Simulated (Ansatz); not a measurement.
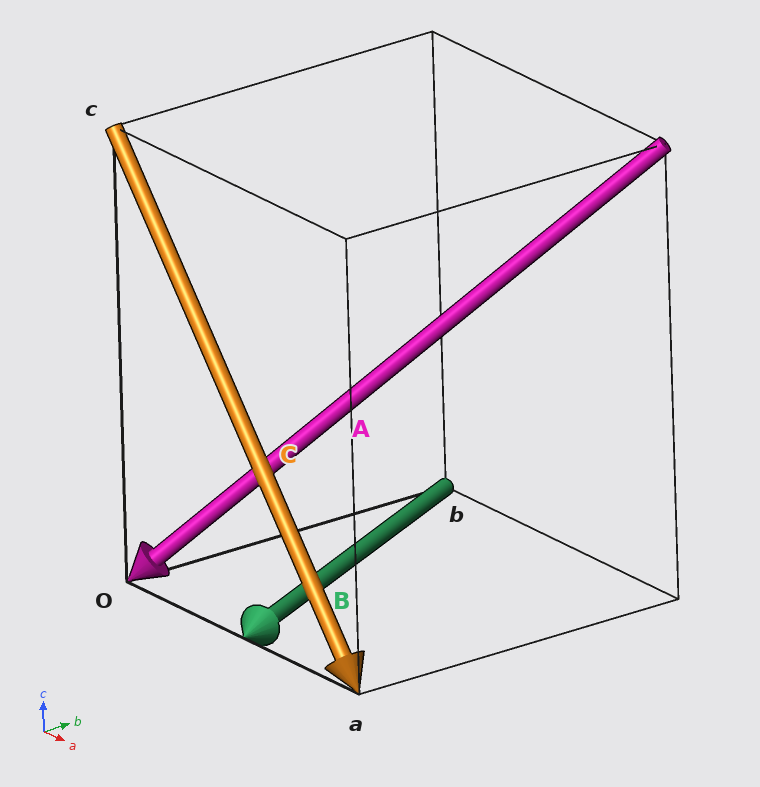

Each arrow starts at a corner of the unit cell and ends on its surface; where a tip isn't a corner, dashed lines run from it parallel to the axes. Crystal: H6C6BrN, the geometry relaxed with DFT PBE+D3(BJ), scalar-relativistic, plane waves, PAW (Ansatz). Symmetry computed with spglib at a tolerance of 0.002 Å; standard conventional cell.

a = 6.105 Å, b = 6.573 Å, c = 7.867 Å, α = 90.00°, β = 92.56°, γ = 90.00°.

> Index the directions.

Arrow A runs from (1, 1, 1) to (0, 0, 0), so [−1 −1 −1]; Arrow B runs from (0, 1, 0) to (1/2, 0, 0), so [1 −2 0]; Arrow C runs from (0, 0, 1) to (1, 0, 0), so [1 0 −1].

> How long is the vector ua + vb + wc in each case, and what angles do the directions make?

A 11.750 Å; B 14.494 Å; C 10.172 Å. A–B: 72.5°. A–C: 78.1°. B–C: 74.5°.
